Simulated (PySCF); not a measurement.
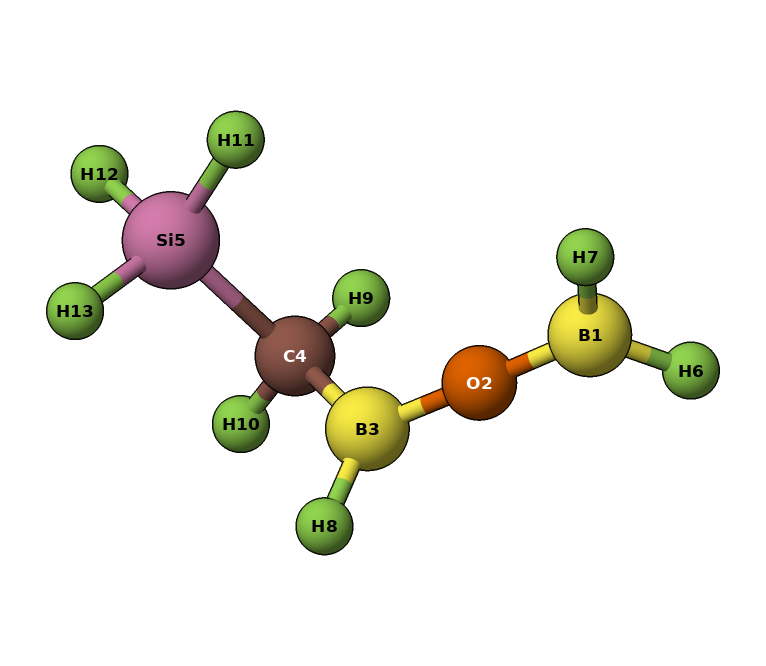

Every bond is drawn as one stick. The geometry was computed by an optimisation with PBE0-D3(BJ)/def2-SVP. No frequency run is at hand to confirm it as a minimum. Method: PBE0/STO-3G (PySCF 2.14.0).

Which bond has the highest Mayer bond order?

Answer. B1–O2, 1.33, at a length of 1.332 Å.

List the Mayer bond orders of B1–O2, B1–H6, B1–H7, O2–B3, B3–C4, B3–H8, C4–Si5, C4–H9, C4–H10, Si5–H11, Si5–H12, Si5–H13.

```json
{"bond": "B1–O2", "Mayer order": "1.33", "length (Å)": "1.332"}
{"bond": "B1–H6", "Mayer order": "0.96", "length (Å)": "1.211"}
{"bond": "B1–H7", "Mayer order": "0.96", "length (Å)": "1.211"}
{"bond": "O2–B3", "Mayer order": "1.24", "length (Å)": "1.343"}
{"bond": "B3–C4", "Mayer order": "1.03", "length (Å)": "1.559"}
{"bond": "B3–H8", "Mayer order": "0.95", "length (Å)": "1.213"}
{"bond": "C4–Si5", "Mayer order": "0.88", "length (Å)": "1.891"}
{"bond": "C4–H9", "Mayer order": "0.96", "length (Å)": "1.103"}
{"bond": "C4–H10", "Mayer order": "0.96", "length (Å)": "1.102"}
{"bond": "Si5–H11", "Mayer order": "0.93", "length (Å)": "1.495"}
{"bond": "Si5–H12", "Mayer order": "0.93", "length (Å)": "1.495"}
{"bond": "Si5–H13", "Mayer order": "0.93", "length (Å)": "1.495"}
```
